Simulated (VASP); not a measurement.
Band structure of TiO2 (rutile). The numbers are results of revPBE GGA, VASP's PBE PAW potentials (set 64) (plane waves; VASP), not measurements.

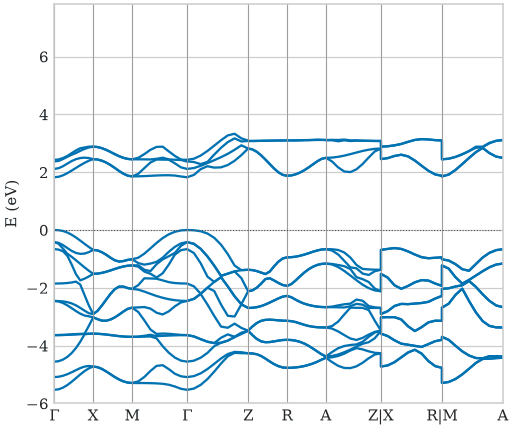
Figure: Bands along high-symmetry lines, zero at the valence-band maximum or, without a gap, the Fermi level

Q: Read the plot: is there a gap, and where are the band edges?

A: The gap is direct, 1.82 eV, from the valence maximum at Γ to the conduction minimum at Γ. (Edges off the drawn lines would not show.)

The compound is TiO2 in the rutile structure. It was relaxed first.
